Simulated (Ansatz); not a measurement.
H3OSi (SMILES O[SiH2]) (doublet)

Input

```
crystal:
  periodic: [false, false, false]
  atoms:
    - { symbol: O, position_ang: [0.55731, -0.43376, 0.79846] }
    - { symbol: Si, position_ang: [0.00193, 0.34195, -0.53394] }
    - { symbol: H, position_ang: [0.72569, -1.37066, 0.8148] }
    - { symbol: H, position_ang: [-1.24482, -0.25358, -1.00076] }
    - { symbol: H, position_ang: [-0.04011, 1.71604, -0.07856] }
magnetization:
  spin_polarized: true
  initial_magnetization: 1
basis:
  gaussian: { orbitals: def2-SVP }
hamiltonian:
  xc: b3lyp
  dispersion: d4
relax:
  f_tol: 0.015
  max_steps: 40
output:
  orbitals: {}
```

Command:

```sh
ansatz run input.yaml --threads 1 --pin off --max-ram 2048MiB --backend cpu --events-out ev --progress --plain --runs-dir out
```

The fields are those of the relaxed geometry.

These are results of UKS B3LYP-D4/def2-SVP (Ansatz), not measurements.

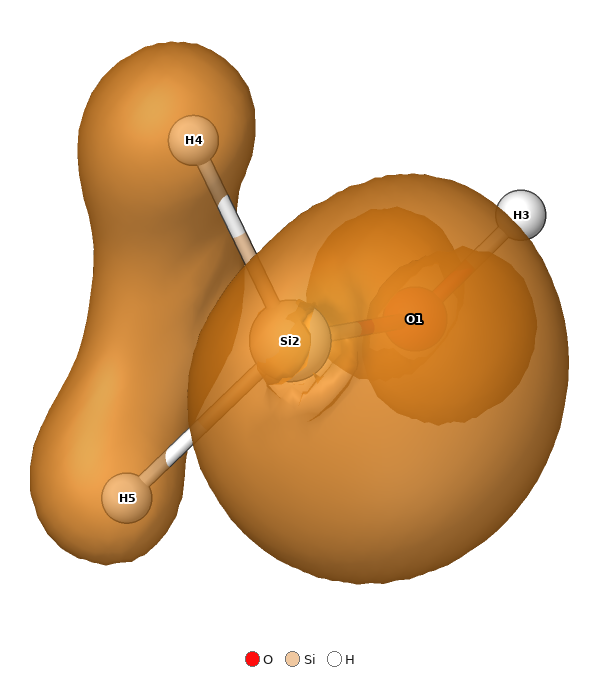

Figure 1. Isosurface of the spin density at +0.02 e/Å³ (orange), seen at an oblique angle.

Question: Describe the spin distribution.

Answer: The unpaired spin (1 electron) lies mostly on Si2 (about 0.8), O1 (about 0.1) and H4 (about 0.1), in electrons by Hirshfeld's partition.

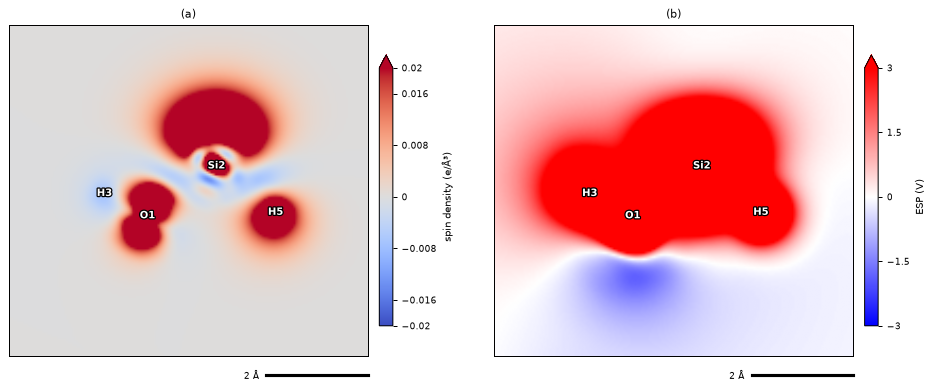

Figure 2. (a) spin density; (b) molecular electrostatic potential on the plane of atoms Si2, O1 and H3.

Question: What does the map show?

Answer:
- The section cuts through O, Si and H sites.
- Outside the dense part of the molecule the potential is most negative (−1.9 V) near O1.

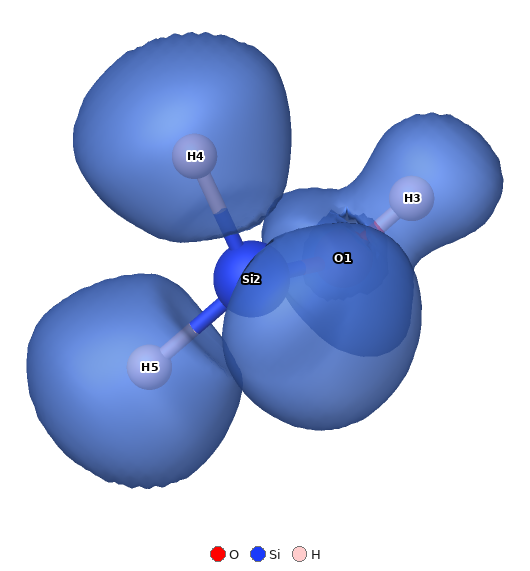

Figure 3. Isosurface of the electron localisation function at 0.75 (blue), seen at a tilt. Core shells and regions of very low density are left out.

Question: Describe the localisation domains.

Answer: The ELF exceeds this value in two regions around hydrogen nuclei, one lobe on Si, pointing away from the bonds (non-bonding electrons) and one joined region spread over several atoms (H, O), in which their bonds and any lone pairs are merged. Along the contacts the grid gives the following. Si–O (1.68 Å): the ELF peaks at about 0.90 between the atoms; a polar covalent bond. O–H (0.97 Å): the ELF climbs to about 1 towards the hydrogen, as it does in any bond to H; an ordinary covalent bond to hydrogen.
